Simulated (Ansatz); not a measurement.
# AlSiH4O (SMILES [AlH][O][SiH3]) at RPA@PBE0/aug-cc-pVDZ

Aim: the electronic atomisation energy of AlSiH4O at RPA@PBE0/aug-cc-pVDZ, from 5 runs. 

The results are computed with Ansatz 0.2.0.

63 further runs of the same task are left out: 63 set aside as unsound or not needed.

## 1. Starting point

The species is AlSiH4O (7 atoms), meant as a doublet with charge 0. SMILES: `[AlH][O][SiH3]`. The coordinates come from a PBE0-D4/def2-TZVP relaxation. This is one conformer, not always the lowest.

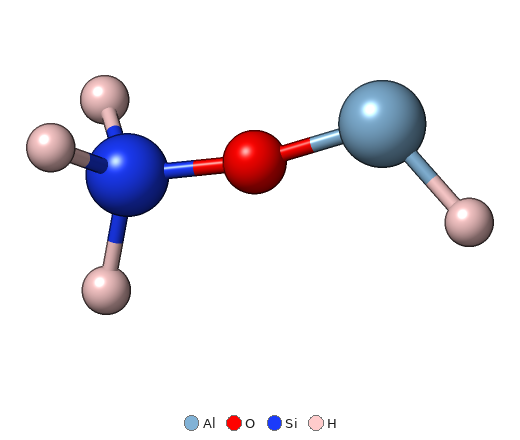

Viewed from a chosen angle; aluminium light blue, oxygen red, silicon blue, hydrogen pink.

## 2. A single-point energy at RPA@PBE0/aug-cc-pVDZ

The input, in.yaml:

```yaml
crystal:
  periodic: [false, false, false]
  atoms:
    - symbol: Al
      position_ang: [-1.643700, -1.503700, -0.201100]
    - symbol: O
      position_ang: [-0.403000, -0.368600, -0.047300]
    - symbol: Si
      position_ang: [0.870900, 0.567400, 0.335800]
    - symbol: H
      position_ang: [-2.580100, -1.352800, -1.500200]
    - symbol: H
      position_ang: [1.204400, 1.463600, -0.802700]
    - symbol: H
      position_ang: [0.554900, 1.401200, 1.526200]
    - symbol: H
      position_ang: [2.057800, -0.275200, 0.643500]
basis:
  gaussian: {orbitals: aug-cc-pVDZ}
magnetization: {spin_polarized: true, initial_magnetization: 1}
hamiltonian: {xc: pbe0}
correlation: {method: rpa, frozen_orbitals: {Al: 5, H: 0, O: 1, Si: 5}}
accuracy: high
```

On the command line:

```
ansatz run in.yaml --threads 1 --pin off --max-ram 3480MiB --events-out events.jsonl --progress --plain --runs-dir runs
```

Log:

```text
Warning: RAYON_NUM_THREADS=1 ignored (pool sized by the plan → 1); use --threads N
Functional definition: PBE0
  name "PBE0"
  parameter a = 0.25
  parameter kappa = 0.804
  parameter beta = 0.06672455060314922
  exchange = (1 - a)*pbe_x(kappa = kappa, mu = beta*pi^2/3) + a*exact_x
  correlation = pbe_c(beta = beta)
2252 factors; integrals over basis functions are off by at most 3.4e-9 eV
mean field evaluation 1: about -16571.8702 eV, gradient 4.2e1 eV
mean field evaluation 2: about -16571.9076 eV, gradient 4.2e1 eV
mean field evaluation 4: about -16578.4777 eV, gradient 5.8e0 eV
mean field evaluation 8: about -16578.7449 eV, gradient 3.2e-1 eV
mean field evaluation 16: about -16578.7459 eV, gradient 2.0e-4 eV
mean field evaluation 32: about -16569.3921 eV, gradient 1.8e1 eV
mean field -16578.74590226 eV, -609.2576744304 hartree, gradient 9.1e-8 eV, S^2 0.753497; 0 other end points of the search recorded, 0 dependent functions left out
11 core orbitals not correlated: weight in the atoms' cores, before any rotation towards them, 1.000 or more for the frozen orbitals, at most 0.000 for the correlated occupied ones
reference -16546.76713733 eV, -608.0824764951 hartree; 9, 8 occupied and 93, 94 virtual orbitals, 2252 factors
Total energy: -16562.12028632 eV, -608.6466943141 hartree
```

It took 32 s on 1 thread of Arm Neoverse V1, shared host; peak memory 0.67 GiB.

## 3. The Al atom, same level

The input, run.yaml:

```yaml
crystal:
  periodic: [false, false, false]
  atoms:
    - {symbol: Al, position_ang: [0.000000, 0.000000, 0.000000]}
basis:
  gaussian: {orbitals: aug-cc-pVDZ}
magnetization: {spin_polarized: true, initial_magnetization: 1}
hamiltonian: {xc: pbe0}
correlation: {method: rpa, frozen_orbitals: {Al: 5}}
accuracy: high
```

Run the same way, it converges to -241.94522 Eh (log not shown).

## 4. The H atom, same level

The input, input.yaml:

```yaml
crystal:
  periodic: [false, false, false]
  atoms:
    - {symbol: H, position_ang: [0.000000, 0.000000, 0.000000]}
basis:
  gaussian:
    orbitals: aug-cc-pVDZ
magnetization:
  spin_polarized: true
  initial_magnetization: 1
hamiltonian:
  xc: {name: PBE0}
correlation:
  method: rpa
  frozen_orbitals: {H: 0}
accuracy: high
```

On the command line:

```
ansatz run input.yaml --threads 1 --pin off --max-ram 3480MiB --events-out events.jsonl --progress --plain --runs-dir runs
```

Log:

```text
Warning: RAYON_NUM_THREADS=1 ignored (pool sized by the plan → 1); use --threads N
Functional definition: PBE0
  name "PBE0"
  parameter a = 0.25
  parameter kappa = 0.804
  parameter beta = 0.06672455060314922
  exchange = (1 - a)*pbe_x(kappa = kappa, mu = beta*pi^2/3) + a*exact_x
  correlation = pbe_c(beta = beta)
42 factors; integrals over basis functions are off by at most 4.4e-8 eV
mean field evaluation 1: about -13.6231 eV, gradient 2.5e-1 eV
mean field evaluation 2: about -13.6224 eV, gradient 2.3e-1 eV
mean field evaluation 4: about -13.6234 eV, gradient 7.5e-4 eV
mean field evaluation 8: about -13.6234 eV, gradient 7.9e-9 eV
mean field -13.62340876 eV, -0.5006510378 hartree, gradient 8.3e-8 eV, S^2 0.750000; 0 other end points of the search recorded, 0 dependent functions left out
reference -13.58263464 eV, -0.4991526165 hartree; 1, 0 occupied and 8, 9 virtual orbitals, 42 factors
Total energy: -13.97165659 eV, -0.5134489092 hartree
```

Run time: 0.16 s. Hardware: 1 thread of Arm Neoverse V1, shared host.

## 5. The O atom

The input, run.yaml:

```yaml
crystal:
  periodic: [false, false, false]
  atoms:
    - symbol: O
      position_ang: [0.000000, 0.000000, 0.000000]
basis:
  gaussian:
    orbitals: aug-cc-pVDZ
magnetization:
  spin_polarized: true
  initial_magnetization: 2
hamiltonian:
  xc: {name: PBE0}
correlation:
  method: rpa
  frozen_orbitals: {O: 1}
accuracy: high
```

On the command line:

```
ansatz run run.yaml --threads 1 --pin off --max-ram 3480MiB --events-out events.jsonl --progress --plain --runs-dir runs
```

Log:

```text
Warning: RAYON_NUM_THREADS=1 ignored (pool sized by the plan → 1); use --threads N
Functional definition: PBE0
  name "PBE0"
  parameter a = 0.25
  parameter kappa = 0.804
  parameter beta = 0.06672455060314922
  exchange = (1 - a)*pbe_x(kappa = kappa, mu = beta*pi^2/3) + a*exact_x
  correlation = pbe_c(beta = beta)
200 factors; integrals over basis functions are off by at most 2.1e-9 eV
mean field evaluation 1: about -2040.7385 eV, gradient 5.7e0 eV
mean field evaluation 2: about -2040.7385 eV, gradient 5.7e0 eV
mean field evaluation 4: about -2040.8576 eV, gradient 7.7e-1 eV
mean field evaluation 8: about -2040.8601 eV, gradient 3.3e-4 eV
mean field -2040.86007143 eV, -75.0002242803 hartree, gradient 2.0e-8 eV, S^2 2.003649; 0 other end points of the search recorded, 0 dependent functions left out
1 core orbitals not correlated: weight in the atoms' cores, before any rotation towards them, 1.000 or more for the frozen orbitals, at most 0.000 for the correlated occupied ones
reference -2035.25837128 eV, -74.7943655969 hartree; 4, 2 occupied and 18, 20 virtual orbitals, 200 factors
Total energy: -2040.31180375 eV, -74.9800758148 hartree
```

Wall time 0.51 s (1 thread of Arm Neoverse V1, shared host).

## 6. The Si atom at the same level

The input, run.yaml:

```yaml
crystal:
  periodic: [false, false, false]
  atoms:
    - {symbol: Si, position_ang: [0.000000, 0.000000, 0.000000]}
basis:
  gaussian:
    orbitals: aug-cc-pVDZ
accuracy: high
correlation:
  method: rpa
  frozen_orbitals: {Si: 5}
magnetization:
  spin_polarized: true
  initial_magnetization: 2
hamiltonian:
  xc: {name: PBE0}
```

On the command line:

```
ansatz run run.yaml --threads 1 --pin off --max-ram 3480MiB --events-out events.jsonl --progress --plain --runs-dir runs
```

Log:

```text
Warning: RAYON_NUM_THREADS=1 ignored (pool sized by the plan → 1); use --threads N
Functional definition: PBE0
  name "PBE0"
  parameter a = 0.25
  parameter kappa = 0.804
  parameter beta = 0.06672455060314922
  exchange = (1 - a)*pbe_x(kappa = kappa, mu = beta*pi^2/3) + a*exact_x
  correlation = pbe_c(beta = beta)
231 factors; integrals over basis functions are off by at most 3.2e-9 eV
mean field evaluation 1: about -7870.7636 eV, gradient 2.5e0 eV
mean field evaluation 2: about -7870.7637 eV, gradient 2.5e0 eV
mean field evaluation 4: about -7870.8445 eV, gradient 1.7e-1 eV
mean field evaluation 8: about -7870.8448 eV, gradient 1.5e-4 eV
mean field evaluation 16: about -7870.8448 eV, gradient 2.0e-8 eV
mean field -7870.84484340 eV, -289.2482129448 hartree, gradient 2.0e-8 eV, S^2 2.005110; 0 other end points of the search recorded, 0 dependent functions left out
5 core orbitals not correlated: weight in the atoms' cores, before any rotation towards them, 1.000 or more for the frozen orbitals, at most 0.000 for the correlated occupied ones
reference -7859.96506755 eV, -288.8483885569 hartree; 3, 1 occupied and 19, 21 virtual orbitals, 231 factors
Total energy: -7862.62046352 eV, -288.9459725586 hartree
```

It took 1 s on 1 thread of Arm Neoverse V1, shared host; peak memory 0.096 GiB.

## 7. Summary of results

At RPA@PBE0/aug-cc-pVDZ, 11 core orbitals frozen:

| quantity | value |
| --- | --- |
| molecule: total energy | -608.64669 Eh |
| molecule: RPA correlation energy (valence) | -564.2 mEh |
| molecule: ⟨S²⟩ of the reference determinant | 0.753 |
| Al atom: total energy | -241.94522 Eh |
| Al atom: RPA correlation energy (valence) | -73.3 mEh |
| Al atom: ⟨S²⟩ of the reference determinant | 0.757 |
| H atom: total energy | -0.51345 Eh |
| H atom: RPA correlation energy | -14.3 mEh |
| H atom: ⟨S²⟩ of the reference determinant | 0.750 |
| O atom: total energy | -74.98008 Eh |
| O atom: RPA correlation energy (valence) | -185.7 mEh |
| O atom: ⟨S²⟩ of the reference determinant | 2.004 |
| Si atom: total energy | -288.94597 Eh |
| Si atom: RPA correlation energy (valence) | -97.6 mEh |
| Si atom: ⟨S²⟩ of the reference determinant | 2.005 |
| electronic atomisation energy | 19.637 eV |

**Reading.** Taking the molecule apart into free atoms costs 19.64 eV (1895 kJ/mol), before zero-point energy and without spin-orbit coupling.
